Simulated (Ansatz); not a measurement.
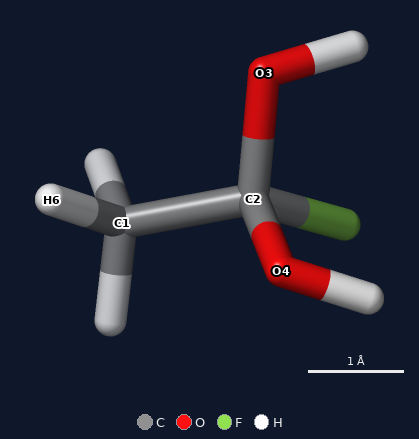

Figure 1. The structure as given in the input (stick view, seen at a tilt; atoms are numbered from 1 in the order of the input).

## Geometry relaxation, with input and output: C₂H₅FO₂ (part 1 of 2)

C₂H₅FO₂, SMILES CC(O)(O)F, computed with RKS B3LYP-D4/def2-SVPD (Ansatz 0.2.0).

It belongs to a series of runs on one base structure; here: end point B relaxed. Figures and captions count atoms from 1; the log counts them from 0 in places.

**Output**
```
The last accepted step is kept in [file] (removed where the run ends without a failure and the disk answers)
Engine: ansatz 0.2.0, x86_64-unknown-linux-gnu
Functional definition: B3LYP
  parameter a0 = 0.2
  parameter ax = 0.72
  parameter ac = 0.81
  exchange = (1 - a0 - ax)*slater_x + ax*b88_x + a0*exact_x
  correlation = (1 - ac)*vwn_rpa_c + ac*lyp_c
1213 factors; their error is unknown
mean field evaluation 1: about -8951.1220 eV, gradient 7.2e1 eV
mean field evaluation 2: about -8939.7321 eV, gradient 1.1e2 eV
mean field evaluation 4: about -8960.4216 eV, gradient 3.9e0 eV
mean field evaluation 8: about -8960.4483 eV, gradient 5.3e-2 eV
mean field evaluation 16: about -8960.4352 eV, gradient 5.5e-5 eV
mean field -8960.43518101 eV, -329.2899193010 hartree, gradient 5.5e-5 eV, S^2 0.000000; 0 other end points of the search recorded, 0 dependent functions left out
the calculation of the forces begins
reference -8960.43544176 eV, -329.2899288835 hartree; 21, 21 occupied and 128, 128 virtual orbitals, 1213 factors
relax step   1: F+E_penalty+E_count = -8960.67267834 eV  Δ(F+E_penalty+E_count) = +0.000e0 eV  max|allowed force component| = 2.836e0 eV/Å  Δτ_max = 0.0000 Å  (28 SCF iters, accepted)
these checks for a lower state are left out or cut short: starts, cluster_reference, orbital_swaps, neighbouring_geometries, increment
1213 factors; their error is unknown
mean field -8960.80930087 eV, -329.3036679522 hartree, gradient 2.6e-5 eV, S^2 0.000000; 0 other end points of the search recorded, 0 dependent functions left out
[... from here on the field's lines of each further geometry are left out, up to the last ...]
relax step   2: F+E_penalty+E_count = -8961.04647511 eV  Δ(F+E_penalty+E_count) = -3.738e-1 eV  max|allowed force component| = 1.529e0 eV/Å  Δτ_max = 0.0727 Å  (30 SCF iters, accepted)
relax step   3: F+E_penalty+E_count = -8961.14592577 eV  Δ(F+E_penalty+E_count) = -9.945e-2 eV  max|allowed force component| = 7.345e-1 eV/Å  Δτ_max = 0.1999 Å  (37 SCF iters, accepted)
relax step   4: F+E_penalty+E_count = -8961.18435884 eV  Δ(F+E_penalty+E_count) = -3.843e-2 eV  max|allowed force component| = 2.865e-1 eV/Å  Δτ_max = 0.0780 Å  (32 SCF iters, accepted)
relax step   5: F+E_penalty+E_count = -8961.19749319 eV  Δ(F+E_penalty+E_count) = -1.313e-2 eV  max|allowed force component| = 5.633e-1 eV/Å  Δτ_max = 0.1209 Å  (29 SCF iters, accepted)
relax step   6: F+E_penalty+E_count = -8961.20453982 eV  Δ(F+E_penalty+E_count) = -7.047e-3 eV  max|allowed force component| = 2.540e-1 eV/Å  Δτ_max = 0.1830 Å  (36 SCF iters, accepted)
relax step   7: F+E_penalty+E_count = -8961.21360481 eV  Δ(F+E_penalty+E_count) = -9.065e-3 eV  max|allowed force component| = 1.830e-1 eV/Å  Δτ_max = 0.1299 Å  (37 SCF iters, accepted)
relax step   8: F+E_penalty+E_count = -8961.21957578 eV  Δ(F+E_penalty+E_count) = -5.971e-3 eV  max|allowed force component| = 1.958e-1 eV/Å  Δτ_max = 0.0915 Å  (29 SCF iters, accepted)
relax step   9: F+E_penalty+E_count = -8961.22169836 eV  Δ(F+E_penalty+E_count) = -2.123e-3 eV  max|allowed force component| = 2.770e-1 eV/Å  Δτ_max = 0.0409 Å  (31 SCF iters, accepted)
relax step  10: F+E_penalty+E_count = -8961.14679269 eV  Δ(F+E_penalty+E_count) = +7.491e-2 eV  max|allowed force component| = 2.064e0 eV/Å  Δτ_max = 0.1937 Å  (37 SCF iters, rejected (line search))
relax step  11: F+E_penalty+E_count = -8961.22721824 eV  Δ(F+E_penalty+E_count) = -5.520e-3 eV  max|allowed force component| = 2.122e-1 eV/Å  Δτ_max = 0.0968 Å  (32 SCF iters, accepted)
relax step  12: F+E_penalty+E_count = -8961.23466174 eV  Δ(F+E_penalty+E_count) = -7.443e-3 eV  max|allowed force component| = 2.333e-1 eV/Å  Δτ_max = 0.1000 Å  (30 SCF iters, accepted)
relax step  13: F+E_penalty+E_count = -8961.24142543 eV  Δ(F+E_penalty+E_count) = -6.764e-3 eV  max|allowed force component| = 5.551e-1 eV/Å  Δτ_max = 0.1141 Å  (31 SCF iters, accepted)
relax step  14: F+E_penalty+E_count = -8961.22272188 eV  Δ(F+E_penalty+E_count) = +1.870e-2 eV  max|allowed force component| = 1.848e0 eV/Å  Δτ_max = 0.1561 Å  (32 SCF iters, rejected (line search))
relax step  15: F+E_penalty+E_count = -8961.25221561 eV  Δ(F+E_penalty+E_count) = -1.079e-2 eV  max|allowed force component| = 3.865e-1 eV/Å  Δτ_max = 0.0780 Å  (31 SCF iters, accepted)
relax step  16: F+E_penalty+E_count = -8961.26268269 eV  Δ(F+E_penalty+E_count) = -1.047e-2 eV  max|allowed force component| = 2.509e-1 eV/Å  Δτ_max = 0.1000 Å  (31 SCF iters, accepted)
relax step  17: F+E_penalty+E_count = -8961.27060924 eV  Δ(F+E_penalty+E_count) = -7.927e-3 eV  max|allowed force component| = 2.293e-1 eV/Å  Δτ_max = 0.1500 Å  (30 SCF iters, accepted)
relax step  18: F+E_penalty+E_count = -8961.27102050 eV  Δ(F+E_penalty+E_count) = -4.113e-4 eV  max|allowed force component| = 3.797e-1 eV/Å  Δτ_max = 0.0491 Å  (31 SCF iters, accepted)
relax step  19: F+E_penalty+E_count = -8961.27368916 eV  Δ(F+E_penalty+E_count) = -2.669e-3 eV  max|allowed force component| = 1.175e-2 eV/Å  Δτ_max = 0.0173 Å  (31 SCF iters, accepted)
relax step  20: F+E_penalty+E_count = -8961.27377431 eV  Δ(F+E_penalty+E_count) = -8.515e-5 eV  max|allowed force component| = 2.085e-2 eV/Å  Δτ_max = 0.0118 Å  (33 SCF iters, accepted)
relax step  21: F+E_penalty+E_count = -8961.27376390 eV  Δ(F+E_penalty+E_count) = +1.042e-5 eV  max|allowed force component| = 1.626e-2 eV/Å  Δτ_max = 0.0069 Å  (33 SCF iters, rejected (line search))
the calculation of the forces begins
reference -8961.03594347 eV, -329.3119969143 hartree; 21, 21 occupied and 128, 128 virtual orbitals, 1213 factors
relax step  22: F+E_penalty+E_count = -8961.27378390 eV  Δ(F+E_penalty+E_count) = -9.582e-6 eV  max|allowed force component| = 6.172e-3 eV/Å  Δτ_max = 0.0028 Å  (33 SCF iters, accepted)
```

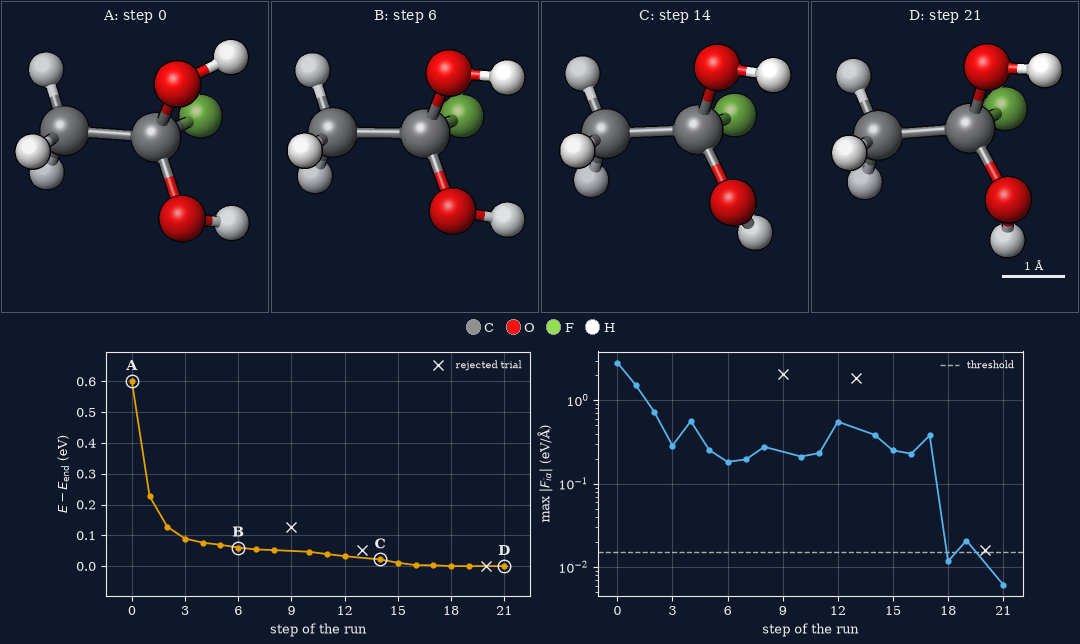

Figure 2. Frames of the relaxation (ball-and-stick view, seen at a tilt) above the curves, on which the letters mark them (the first geometry is step 0 here and step 1 in the log).

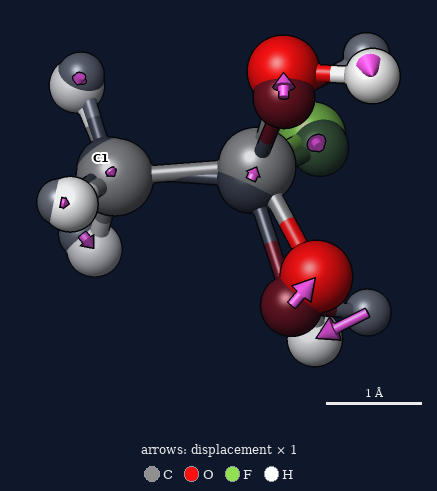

Figure 3. Start (faint) and end (solid) with the displacements as pink arrows, at true length (ball-and-stick view, seen at a tilt). The two geometries are laid on each other by the best rigid fit. Over 21 geometry steps the energy falls by 0.601 eV. Largest force component: 2.8 eV/Å at the start, 0.0062 eV/Å at the end. The line search rejected the trial steps at points 9, 13, 20 (counted from 0) and went back. H10 moves most after the best rigid fit: 0.63 Å. Largest moves by element: H 0.63 Å, O 0.40 Å, F 0.25 Å, C 0.16 Å. Among the contacts that change: C2–F5 1.335 → 1.416 Å, C1–H6 1.160 → 1.096 Å, O3–H9 1.022 → 0.967 Å, C2–O4 1.439 → 1.389 Å. Among the angles that change: C2–O4–H10 99.2° → 109.6°, C1–C2–F5 112.8° → 107.5°, H7–C1–H8 112.5° → 109.2°. (Atoms are counted from 1 in the order of the input.)

```
1213 factors; their error is unknown
mean field -8961.03568550 eV, -329.3119874341 hartree, gradient 1.4e-5 eV, S^2 0.000000; 1 other end points of the search recorded, 0 dependent functions left out
the calculation of the forces begins
reference -8961.03594347 eV, -329.3119969143 hartree; 21, 21 occupied and 128, 128 virtual orbitals, 1213 factors
Total energy: -8961.27404187 eV, -329.3207468689 hartree
Atom 0 at    -0.643865    -0.869530    -0.346818 Å, force     0.001822     0.000421    -0.002640 eV/Å
Atom 1 at     0.322633     0.229797     0.042187 Å, force     0.002702    -0.004142     0.001591 eV/Å
Atom 2 at     0.926879     0.739840    -1.067818 Å, force    -0.001896    -0.004785    -0.000956 eV/Å
Atom 3 at    -0.241103     1.276560     0.759754 Å, force     0.006172     0.003096    -0.000998 eV/Å
Atom 4 at     1.304077    -0.345930     0.884379 Å, force    -0.005297     0.005771    -0.001821 eV/Å
Atom 5 at    -1.440179    -0.444292    -0.968582 Å, force    -0.000143    -0.000324     0.000119 eV/Å
Atom 6 at    -0.109084    -1.642211    -0.911445 Å, force    -0.000270    -0.000979    -0.000735 eV/Å
Atom 7 at    -1.079547    -1.318397     0.554296 Å, force    -0.000204     0.000811     0.000096 eV/Å
Atom 8 at     1.410242     1.540095    -0.819406 Å, force    -0.001829     0.002053     0.002728 eV/Å
Atom 9 at    -0.494253     0.967596     1.638653 Å, force    -0.001056    -0.001921     0.002617 eV/Å
Dipole moment:    -0.261359     0.003337     0.148681 e Å
```

**Trajectory as extended XYZ (Å, eV, eV/Å), 21 of the 22 frames kept, from step=1 to step=22**
```
10
Properties=species:S:1:pos:R:3:forces:R:3 step=1 energy=-8960.67268
C    -0.6129   -0.9518   -0.3982   -2.0913   2.3403  -0.9910
C     0.1704    0.2349    0.1045   -1.8958   1.4243  -1.1737
O     0.7037    0.9026   -0.9649    2.8359   0.7521  -0.2776
O    -0.6161    1.1670    0.8687    1.2840  -1.2809   0.5354
F     1.2019   -0.1165    0.8755    1.4669  -1.0805   1.5946
H    -1.4842   -0.5238   -1.0329    1.3076  -0.6515   0.8820
H    -0.0309   -1.5859   -1.0150    0.8955  -0.7260  -0.6775
H    -1.0474   -1.4659    0.4116   -0.6049  -0.9284   1.2528
H     1.6598    1.1388   -0.6913   -2.2171  -0.2493  -0.8736
H     0.0115    1.3341    1.6072   -0.9809   0.3998  -0.2714
10
Properties=species:S:1:pos:R:3:forces:R:3 step=2 energy=-8961.04647
C    -0.6368   -0.9295   -0.3925   -0.5834   0.7332  -0.5938
C     0.1967    0.2402    0.0772   -1.5294   0.7120  -0.2379
O     0.7553    0.9040   -0.9998    0.9667   0.0680   0.3111
O    -0.6120    1.1110    0.8674    1.0575  -0.5528   0.0135
F     1.2157   -0.1700    0.8869    0.7947  -0.4628   0.5773
H    -1.4624   -0.5198   -1.0196    0.4093  -0.2168   0.2790
H    -0.0330   -1.5919   -1.0041    0.2160  -0.2816  -0.1483
H    -1.0805   -1.4492    0.4497   -0.0329  -0.1906   0.3319
H     1.6503    1.2041   -0.7218   -0.8025  -0.0438  -0.3707
H    -0.0374    1.3346    1.6217   -0.4960   0.2352  -0.1621
10
Properties=species:S:1:pos:R:3:forces:R:3 step=3 energy=-8961.14593
C    -0.6608   -0.9287   -0.4102   -0.0875  -0.0560  -0.0011
C     0.1802    0.2213    0.0697    0.7345   0.2916  -0.3106
O     0.8175    0.8222   -1.0109   -0.2886   0.1073   0.2744
O    -0.5499    1.0954    0.8578   -0.0751  -0.0051  -0.0890
F     1.2451   -0.2118    0.8846   -0.0991  -0.4878   0.3485
H    -1.4597   -0.5308   -1.0473   -0.0192   0.0010  -0.0042
H    -0.0527   -1.6321   -0.9916    0.0166   0.0613   0.0473
H    -1.1071   -1.4275    0.4546   -0.0321  -0.0739   0.0240
H     1.5412    1.3510   -0.6411   -0.1119   0.0787  -0.2605
H     0.0021    1.3746    1.5996   -0.0375   0.0828  -0.0289
10
Properties=species:S:1:pos:R:3:forces:R:3 step=4 energy=-8961.18436
C    -0.6613   -0.9313   -0.4113   -0.1024  -0.0656  -0.0339
C     0.1954    0.2051    0.0788    0.2793   0.0623  -0.2865
O     0.8245    0.8130   -0.9938   -0.1014   0.0053   0.2006
O    -0.5376    1.0831    0.8576   -0.1240  -0.0734  -0.0735
F     1.2334   -0.2728    0.9016   -0.0564  -0.2257   0.2089
H    -1.4573   -0.5251   -1.0480    0.0108   0.0000   0.0131
H    -0.0548   -1.6339   -0.9947    0.0067   0.0421   0.0295
H    -1.1119   -1.4382    0.4480   -0.0038  -0.0344   0.0059
H     1.4929    1.4058   -0.6244    0.0253   0.1392  -0.2229
H     0.0326    1.4278    1.5515    0.0658   0.1502   0.1587
10
Properties=species:S:1:pos:R:3:forces:R:3 step=5 energy=-8961.19749
C    -0.6665   -0.9384   -0.4170   -0.0013  -0.0164   0.0133
C     0.2141    0.1778    0.0915   -0.0517  -0.0096   0.0188
O     0.8508    0.7856   -0.9703    0.5361   0.5400   0.4359
O    -0.5189    1.0623    0.8683    0.4208   0.2906   0.4485
F     1.2081   -0.3624    0.9366   -0.0058   0.0529  -0.0507
H    -1.4550   -0.5180   -1.0512   -0.0117   0.0177  -0.0073
H    -0.0600   -1.6378   -1.0031   -0.0037   0.0118  -0.0108
H    -1.1193   -1.4585    0.4344    0.0109   0.0161  -0.0115
H     1.4249    1.5058   -0.6244   -0.4661  -0.5633  -0.3899
H     0.0776    1.5171    1.5003   -0.4275  -0.3398  -0.4462
10
Properties=species:S:1:pos:R:3:forces:R:3 step=6 energy=-8961.20454
C    -0.6568   -0.9230   -0.4194    0.0210  -0.1909   0.0679
C     0.2453    0.1617    0.1137   -0.0577  -0.0393  -0.1604
O     0.9878    0.6725   -0.9262   -0.0874  -0.0743  -0.1388
O    -0.4877    1.1202    0.7960    0.0440   0.1027  -0.1040
F     1.1416   -0.3787    1.0531    0.0399  -0.0781   0.0220
H    -1.4877   -0.4700   -0.9731    0.0322   0.0361   0.0168
H    -0.0893   -1.5797   -1.0895    0.0036   0.0221   0.0354
H    -1.0454   -1.4984    0.4247   -0.1065  -0.0780   0.0297
H     1.2907    1.5610   -0.7263    0.1169   0.2540   0.1296
H     0.0574    1.4679    1.5122   -0.0058   0.0457   0.1018
```
